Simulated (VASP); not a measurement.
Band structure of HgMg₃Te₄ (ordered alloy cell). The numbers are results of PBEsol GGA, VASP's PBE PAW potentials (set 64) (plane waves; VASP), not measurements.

Unless said otherwise, spin-orbit coupling is left out, though it shifts the bands of the heavy elements here.

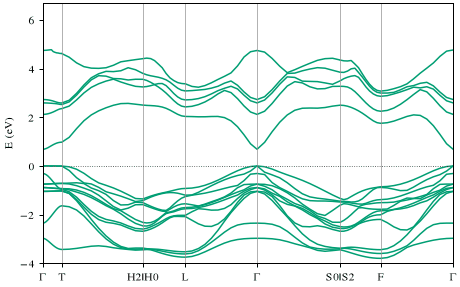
Fig. 1. Bands along high-symmetry lines, zero at the valence-band maximum or, without a gap, the Fermi level

Read the plot: is there a gap, and where are the band edges?

The gap is direct, 0.69 eV, from the valence maximum at Γ to the conduction minimum at Γ. (Edges off the drawn lines would not show.)

The structure was generated: HgMg3Te4 was put into an ordered model structure (R3m), which need not be its known phase. It was relaxed first.
